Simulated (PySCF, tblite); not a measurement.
# C₅H₈BFO₃: geometry, infrared bands and NMR shifts

Aim: predict the infrared bands and NMR shifts of C₅H₈BFO₃ (`OB(O)C1=C[C@@H](F)COC1`).

Computed with tblite 0.8.0 and PySCF 2.14.0, with density-fitted response routines of our own, on a single molecule in the gas phase. Atoms are numbered from 0 throughout.

## Step 1: The molecule as given

18 atoms, charge 0, multiplicity 1; geometry from: force field or distance geometry start.

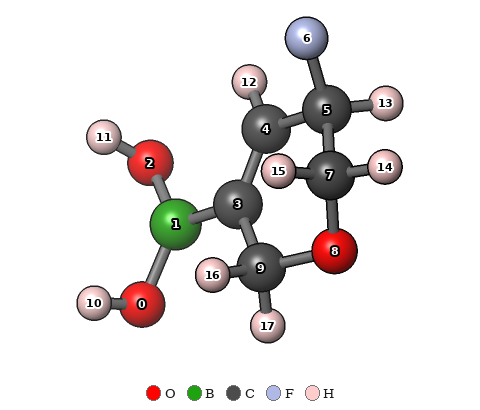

The starting geometry (oxygen red, boron green, carbon dark grey, fluorine light blue, hydrogen pink), atoms numbered.

## Step 2: Geometry optimisation with GFN2-xTB

Job settings and geometry (Å):

```
{"job": {"kind": "relax", "xc": "GFN2-xTB", "basis": "xTB"}, "charge": 0, "multiplicity": 1}
O      3.077700     0.143900    -0.778000
B      2.119400    -0.257500     0.250400
O      2.641200    -0.729000     1.553900
C      0.569900    -0.206500    -0.029800
C     -0.311800    -0.530900     0.953500
C     -1.798200    -0.505400     0.686300
F     -2.440400     0.076200     1.762200
C     -2.107900     0.284200    -0.583700
O     -1.247300    -0.126600    -1.632500
C      0.065700     0.302500    -1.351100
H      3.200200     1.114700    -0.627700
H      2.690000     0.090300     2.106200
H      0.027400    -0.885200     1.923500
H     -2.143700    -1.552400     0.574000
H     -3.165200     0.074800    -0.885600
H     -2.045500     1.378400    -0.393700
H      0.134300     1.418000    -1.373500
H      0.725400    -0.083300    -2.165800
```

Command:

```bash
$ OMP_NUM_THREADS=1 python probes_run.py task.json out
```

The driver reads the jobs from task.json and runs them one after another.

Standard output:

```text
step      E/eV     max force
  0    -896.84049    2.888
  1    -897.14362    1.806
  2    -897.26574    0.971
  3    -897.29153    0.682
  4    -897.31703    0.359
  5    -897.33693    0.452
  6    -897.36822    0.694
  7    -897.41418    0.686
  8    -897.47486    0.989
  9    -897.55433    0.825
 10    -897.66277    0.689
 11    -897.62925    2.161
 12    -897.80708    1.080
 13    -897.87393    0.642
 14    -897.95727    1.156
 15    -897.99746    0.681
 16    -898.04316    0.551
 17    -898.14387    0.630
 18    -898.18418    0.430
 19    -898.22802    0.497
 20    -898.26490    0.488
 21    -898.28732    0.362
 22    -898.30201    0.228
 23    -898.30820    0.167
 24    -898.31457    0.177
 25    -898.31915    0.164
 26    -898.32319    0.159
 27    -898.32551    0.102
 28    -898.32701    0.087
 29    -898.32822    0.088
 30    -898.32950    0.087
 31    -898.33079    0.089
 32    -898.33206    0.092
 33    -898.33342    0.091
 34    -898.33509    0.123
 35    -898.33719    0.138
 36    -898.33951    0.114
 37    -898.34185    0.100
 38    -898.34422    0.112
 39    -898.34656    0.095
 40    -898.34855    0.110
 41    -898.34997    0.102
 42    -898.35096    0.069
 43    -898.35174    0.065
 44    -898.35236    0.043
 45    -898.35279    0.034
 46    -898.35305    0.036
 47    -898.35323    0.035
 48    -898.35334    0.026
 49    -898.35342    0.019
 50    -898.35347    0.014
 51    -898.35350    0.011
 52    -898.35352    0.012
 53    -898.35353    0.009
```

It took 0.3 s on 1 thread of Intel Xeon 6975P-C, shared host; peak memory 0.18 GiB.

The steps of the relaxation: (not every step is listed)

| step | energy from step 0 (eV) | largest force (eV/Å) |
| --- | --- | --- |
| 0 | 0.0000 | 2.8882 |
| 1 | -0.3031 | 1.8058 |
| 2 | -0.4253 | 0.9706 |
| 3 | -0.4510 | 0.6822 |
| 4 | -0.4765 | 0.3587 |
| 5 | -0.4964 | 0.4522 |
| 6 | -0.5277 | 0.6938 |
| 7 | -0.5737 | 0.6864 |
| 8 | -0.6344 | 0.9891 |
| 12 | -0.9666 | 1.0801 |
| 16 | -1.2027 | 0.5507 |
| 20 | -1.4244 | 0.4876 |
| 24 | -1.4741 | 0.1771 |
| 28 | -1.4865 | 0.0870 |
| 32 | -1.4916 | 0.0923 |
| 36 | -1.4990 | 0.1145 |
| 40 | -1.5081 | 0.1098 |
| 44 | -1.5119 | 0.0435 |
| 48 | -1.5128 | 0.0255 |
| 49 | -1.5129 | 0.0193 |
| 50 | -1.5130 | 0.0142 |
| 51 | -1.5130 | 0.0112 |
| 52 | -1.5130 | 0.0116 |
| 53 | -1.5130 | 0.0094 |

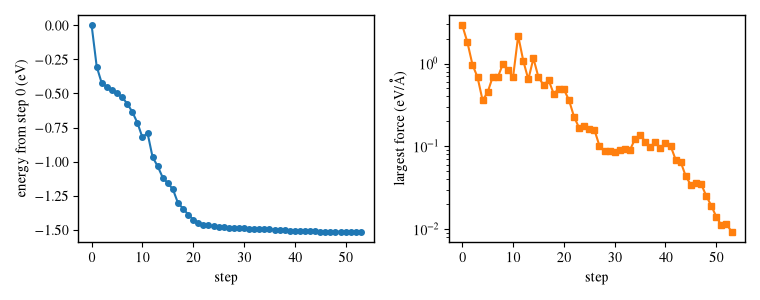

Energy and force, step by step.

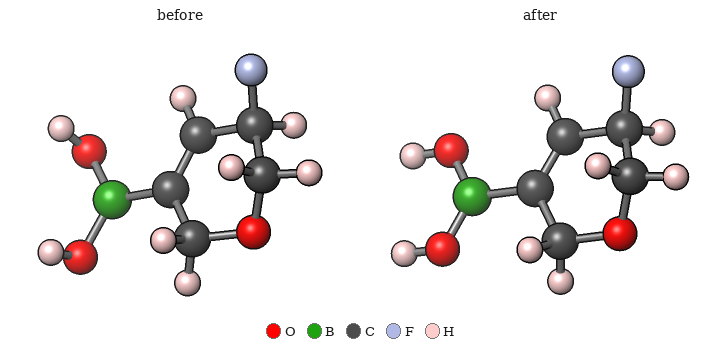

The geometry before (left) and after (right).

Close pairs (by a distance rule), those that changed most:

| bond | before (Å) | after (Å) | change (Å) |
| --- | --- | --- | --- |
| B1–O2 | 1.481 | 1.353 | -0.128 |
| O0–B1 | 1.462 | 1.355 | -0.107 |
| O0–H10 | 0.990 | 0.958 | -0.032 |
| O2–H11 | 0.989 | 0.958 | -0.031 |
| C7–H14 | 1.119 | 1.092 | -0.027 |
| C3–C4 | 1.360 | 1.333 | -0.027 |
| C9–H17 | 1.117 | 1.092 | -0.025 |
| C9–H16 | 1.118 | 1.102 | -0.015 |

The next job starts from the end point, and lists it.

## Step 3: Infrared spectrum with GFN2-xTB

Job settings and geometry (Å):

```
{"job": {"kind": "ir", "xc": "GFN2-xTB", "basis": "xTB"}, "charge": 0, "multiplicity": 1}
O      2.835680     0.559570    -0.614444
B      2.030323     0.052697     0.350572
O      2.463457    -0.333236     1.572900
C      0.495139    -0.091734     0.027373
C     -0.391081    -0.474167     0.946541
C     -1.852475    -0.582376     0.642982
F     -2.600868    -0.164583     1.729935
C     -2.182088     0.278323    -0.581913
O     -1.319828    -0.060593    -1.635747
C      0.028857     0.258653    -1.361608
H      3.767338     0.647898    -0.408351
H      3.398799    -0.241479     1.759416
H     -0.086355    -0.704460     1.955311
H     -2.138910    -1.628954     0.465323
H     -3.198698     0.094047    -0.935244
H     -2.080353     1.338692    -0.307359
H      0.201207     1.337047    -1.512413
H      0.621099    -0.279026    -2.104929
```

Standard output:

```text
mode    cm-1     km/mol
  1      33.6      0.04
  2      87.6      1.89
  3     109.9      2.87
  4     131.2      0.91
  5     277.1      7.95
  6     285.3      9.66
  7     314.1     16.38
  8     336.1     14.62
  9     391.8      1.97
 10     444.2      4.37
 11     479.5     17.69
 12     520.4      2.74
 13     545.7      2.16
 14     555.0     41.98
 15     583.0     88.85
 16     602.9    288.51
 17     815.3      7.21
 18     844.5     18.86
 19     916.4    266.43
 20     920.0      7.77
 21     949.1     51.14
 22     960.8     21.15
 23     981.5     12.69
 24    1017.5     57.68
 25    1045.0      9.44
 26    1067.0     22.42
 27    1112.7     11.79
 28    1122.0     50.23
 29    1165.3      4.61
 30    1239.6      8.16
 31    1242.2     21.30
 32    1261.6     24.06
 33    1263.1    367.72
 34    1271.0    189.77
 35    1280.5     93.07
 36    1318.1     32.22
 37    1325.2     45.58
 38    1445.6      7.70
 39    1460.8      1.23
 40    1684.4     32.66
 41    2839.6     41.49
 42    2873.7      5.12
 43    2888.4     77.39
 44    2977.7     12.73
 45    2983.8     31.59
 46    3100.6     13.09
 47    3599.6      2.14
 48    3602.8      7.02
```

Run time: 0.51 s. Hardware: 1 thread of Intel Xeon 6975P-C, shared host; peak memory 0.18 GiB.

Which atoms move in the most intense modes:

| cm⁻¹ | km/mol | atoms |
| --- | --- | --- |
| 583 | 88.8 | H10 18 %, O8 14 %, H11 13 % |
| 603 | 288.5 | B1 44 %, H10 14 %, H11 11 %, O0 10 % |
| 916 | 266.4 | H11 49 %, H10 38 % |
| 1018 | 57.7 | C5 27 %, F6 15 %, C3 12 %, H12 11 % |
| 1263 | 367.7 | B1 62 %, O0 12 %, O2 11 % |
| 1271 | 189.8 | B1 24 %, C5 19 %, H13 16 %, H14 11 % |
| 1280 | 93.1 | B1 30 %, H17 12 %, H16 10 % |
| 2888 | 77.4 | H13 51 %, H15 42 % |

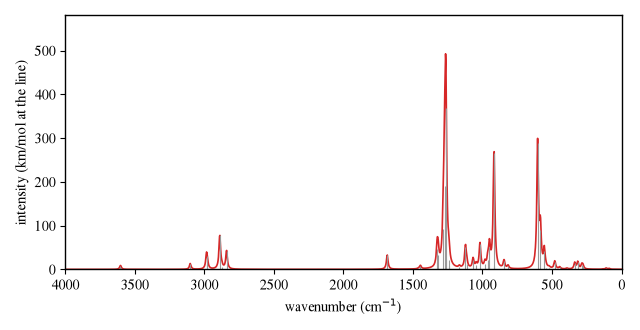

The infrared spectrum from these modes, unscaled. Lines are broadened to a width of 14 cm⁻¹ (Lorentzian).

## Step 4: Shielding tensors: PBE0/pcSseg-1

The job, as its differences from that of step 3:

```diff
@@ -1,2 +1,2 @@
-{"job": {"kind": "ir", "xc": "GFN2-xTB", "basis": "xTB"}, "charge": 0, "multiplicity": 1}
+{"job": {"kind": "nmr", "xc": "PBE0", "basis": "pcSseg-1"}, "charge": 0, "multiplicity": 1}
 O      2.835680     0.559570    -0.614444
```

With the program's defaults for keys left out, this is: GIAO PBE0/pcSseg-1 NMR shielding, non-relativistic, gas phase.

Standard output:

```text
coarse grid: 15824 points
cycle   1  E = -544.8555227142  dE =  1.646e+00  |g| = 1.053e+00  |ddm| = 3.848e+00
cycle   2  E = -544.6976393606  dE =  1.579e-01  |g| = 1.441e+00  |ddm| = 1.676e+00
cycle   3  E = -545.0468099695  dE = -3.492e-01  |g| = 1.046e-01  |ddm| = 1.031e+00
cycle   4  E = -545.0487363973  dE = -1.926e-03  |g| = 4.845e-02  |ddm| = 1.213e-01
cycle   5  E = -545.0492295153  dE = -4.931e-04  |g| = 1.305e-02  |ddm| = 4.828e-02
cycle   6  E = -545.0492585573  dE = -2.904e-05  |g| = 5.068e-03  |ddm| = 1.312e-02
cycle   7  E = -545.0492644673  dE = -5.910e-06  |g| = 1.279e-03  |ddm| = 5.068e-03
final grid: 155456 points
cycle   8  E = -545.1445532077  dE = -4.759e-05  |g| = 1.372e-02  |ddm| = 3.237e-02
cycle   9  E = -545.1445115886  dE =  4.162e-05  |g| = 2.064e-02  |ddm| = 2.319e-02
cycle  10  E = -545.1445883476  dE = -7.676e-05  |g| = 1.200e-03  |ddm| = 1.424e-02
cycle  11  E = -545.1445886417  dE = -2.941e-07  |g| = 4.345e-04  |ddm| = 1.383e-03
cycle  12  E = -545.1445886788  dE = -3.709e-08  |g| = 1.642e-04  |ddm| = 4.685e-04
cycle  13  E = -545.1445886845  dE = -5.713e-09  |g| = 3.770e-05  |ddm| = 1.547e-04
cycle  14  E = -545.1445886848  dE = -2.879e-10  |g| = 1.203e-05  |ddm| = 4.020e-05
converged SCF energy = -545.1445886848

GIAO shielding tensors (ppm)
atom      isotropic    diamagn.    paramagn.     s11        s22        s33       span
  0 O      220.826     385.655    -164.829    136.857    258.582    267.040    130.183
  1 B       77.021     195.705    -118.683     64.549     73.451     93.063     28.515
  2 O      224.377     385.849    -161.472    139.148    263.642    270.342    131.194
  3 C       45.160     262.073    -216.913    -57.163     27.114    165.529    222.692
  4 C       37.654     253.400    -215.745    -76.487     39.795    149.655    226.143
  5 C      100.082     246.716    -146.634     68.907     78.962    152.375     83.468
  6 F      400.359     470.411     -70.052    382.193    406.532    412.351     30.159
  7 C      117.289     246.947    -129.658     89.899    107.397    154.570     64.671
  8 O      305.142     395.184     -90.041    261.775    302.564    351.088     89.313
  9 C      115.561     242.994    -127.433     91.113    102.399    153.170     62.057
 10 H       28.402      29.671      -1.269     22.714     23.797     38.695     15.981
 11 H       28.470      29.872      -1.402     22.881     23.774     38.755     15.874
 12 H       24.503      32.510      -8.007     21.485     23.720     28.304      6.818
 13 H       26.412      29.455      -3.042     22.974     27.312     28.951      5.977
 14 H       27.376      27.739      -0.363     23.373     26.849     31.904      8.530
 15 H       28.297      30.027      -1.730     24.844     27.587     32.460      7.616
 16 H       27.334      29.444      -2.110     22.191     28.048     31.764      9.573
 17 H       27.210      29.017      -1.807     21.958     27.557     32.114     10.156
```

Wall time 28 s (1 thread of Intel Xeon 6975P-C, shared host); peak memory 0.93 GiB.

Shifts follow as δ = σ(reference) − σ, with reference shieldings (ppm) from runs at the same level and on the same kind of geometry: 1H TMS 31.72, 13C TMS 186.9, 19F CFCl3 170.9, 17O H2O 336.1, 11B BF3·OEt2 100.1. The references are single molecules in the gas phase, so shifts against H2O, NH3, PH3, H3PO4 or CFCl3 are not on the usual liquid scales and can be off by tens of ppm. Atoms listed in one row are averaged.

| atoms | environment | σ (ppm) | δ (ppm) | δ scaled to CDCl3 |
| --- | --- | --- | --- | --- |
| C4 | alkene CH | 37.7 | 149.3 | 143.8 |
| C3 | fully substituted alkene carbon | 45.2 | 141.8 | 136.4 |
| C5 | allylic sp3 CH bonded to F | 100.1 | 86.8 | 82.8 |
| C9 | allylic sp3 CH2 bonded to O | 115.6 | 71.4 | 67.7 |
| C7 | sp3 CH2 bonded to O | 117.3 | 69.6 | 66.1 |
| H12 | hydrogen on an alkene CH | 24.50 | 7.21 | 6.91 |
| H13 | hydrogen on an allylic sp3 CH bonded to F | 26.41 | 5.30 | 5.11 |
| H17 | hydrogen on an allylic sp3 CH2 bonded to O | 27.21 | 4.51 | 4.35 |
| H16 | hydrogen on an allylic sp3 CH2 bonded to O | 27.33 | 4.38 | 4.24 |
| H14 | hydrogen on an sp3 CH2 bonded to O | 27.38 | 4.34 | 4.20 |
| H15 | hydrogen on an sp3 CH2 bonded to O | 28.30 | 3.42 | 3.33 |
| H10, H11 | hydrogen on an oxygen bonded to B | 28.44 | 3.28 | – |
| O0, O2 | oxygen bonded to B, H | 222.6 | 113.5 | – |
| O8 | ether oxygen | 305.1 | 30.9 | – |
| B1 | boron bonded to C, 2 O | 77.0 | 23.0 | – |
| F6 | fluorine on an sp3 carbon | 400.4 | -229.4 | – |

The scaled column applies a straight-line fit of computed shieldings to shifts measured in CDCl3, and one for carbons that bear F (root-mean-square error 0.16 ppm for H, 1.9 ppm for C).

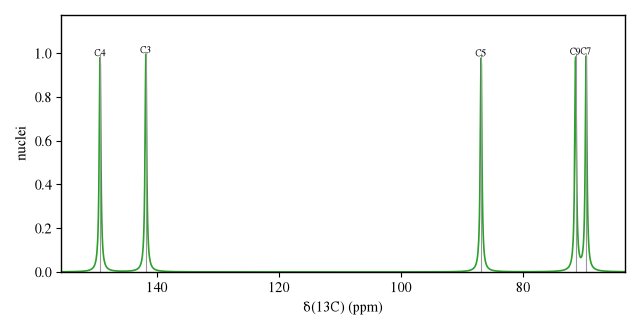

13C lines at the computed shifts, without couplings. Lines are broadened to a width of 0.32 ppm (Lorentzian).

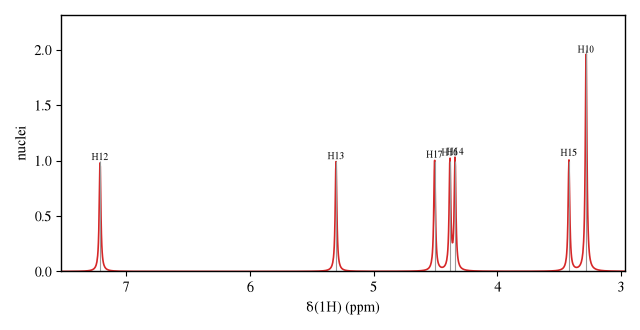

1H lines at the computed shifts, without couplings. Lines are broadened to a width of 0.02 ppm (Lorentzian).

Charges from the same density, by scheme (e):

| atoms | Mulliken | IAO | Hirshfeld | ESP fit |
| --- | --- | --- | --- | --- |
| O0, O2 | -0.41 | -0.54 | -0.25 | -0.71 |
| B1 | 0.59 | 0.49 | 0.24 | 0.59 |
| C3 | -0.44 | -0.17 | -0.08 | -0.01 |
| C4 | -0.12 | -0.14 | -0.05 | -0.31 |
| C5 | 0.21 | 0.16 | 0.05 | 0.29 |
| F6 | -0.34 | -0.33 | -0.12 | -0.28 |
| C7 | 0.06 | -0.07 | -0.01 | -0.02 |
| O8 | -0.52 | -0.39 | -0.14 | -0.36 |
| C9 | 0.20 | -0.06 | 0.00 | -0.03 |

Hirshfeld charges:

O0 -0.25; B1 0.24; O2 -0.25; C3 -0.08; C4 -0.05; C5 0.05; F6 -0.12; C7 -0.01; O8 -0.14; C9 0.00; H10 0.18; H11 0.18; H12 0.05; H13 0.04; H14 0.05; H15 0.03; H16 0.04; H17 0.05

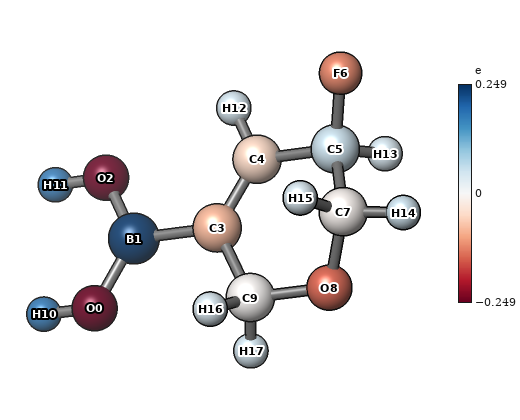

Hirshfeld charges, as colours on the atoms.

Mayer bond orders: O0–B1 1.24, B1–O2 1.25, B1–C3 0.86, C3–C4 1.86, C4–C5 1.01, C5–F6 0.86, C5–C7 1.03, C7–O8 0.93, O8–C9 0.92, C9–C3 1.02.

Ring of atoms C3, C4, C5, C7, O8, C9: NICS(0) -1.1, NICS(1) -2.1, NICS(1)zz 1.5 ppm (means of both faces).

## Step 5: Summary of results

```
                                                               quantity                                         value
                              strongest single infrared mode (GFN2-xTB)                         1263 cm⁻¹, 368 km/mol
                                           zero-point energy (GFN2-xTB)                                 83.3 kcal/mol
                                 13C shifts against TMS (PBE0/pcSseg-1)            149.3, 141.8, 86.8, 71.4, 69.6 ppm
 1H shifts against TMS (PBE0/pcSseg-1, means over atoms taken as alike)  7.21, 5.30, 4.51, 4.38, 4.34, 3.42, 3.28 ppm
17O shifts against H2O (PBE0/pcSseg-1, means over atoms taken as alike)                               113.5, 30.9 ppm
                            11B shifts against BF3·OEt2 (PBE0/pcSseg-1)                                      23.0 ppm
                               19F shifts against CFCl3 (PBE0/pcSseg-1)                                    -229.4 ppm
```

In words: Relaxing lowered the energy by 1.513 eV in 53 steps; the close pair that moved most is B1–O2, from 1.481 to 1.353 Å. No mode is imaginary among the 48: a minimum at this level. GFN2-xTB is a fitted tight-binding method: band positions and strengths are rough. Its intensities can rank the bands wrongly. The most deshielded hydrogen is H12 (hydrogen on an alkene CH), at 7.21 ppm: olefinic region.
